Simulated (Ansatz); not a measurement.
The starting structures come from a database of crystals and need not be the phases stable at ambient conditions.

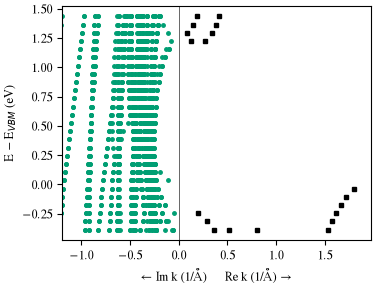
Figure: Complex bands at the centre of the two-dimensional zone; PBEsol run with Ansatz (an electronic-structure program)

The gap is the functional's own, uncorrected, and κ follows it; spin-orbit coupling is left out. Mid-gap values are interpolated between the computed energies.

**Question.** This is LaWN3 (R3c, not sure to be the ambient phase, 10 atoms a cell, 13.0 Å³ an atom, -5 GPa at this level) along the normal of (100). Read off the slowest decay at the centre of the two-dimensional zone at 0.59 eV, the computed energy nearest the middle of the gap.

**Answer.** κ ≈ 0.24 1/Å, a decay length 1/(2κ) of the density of 2.0 Å.
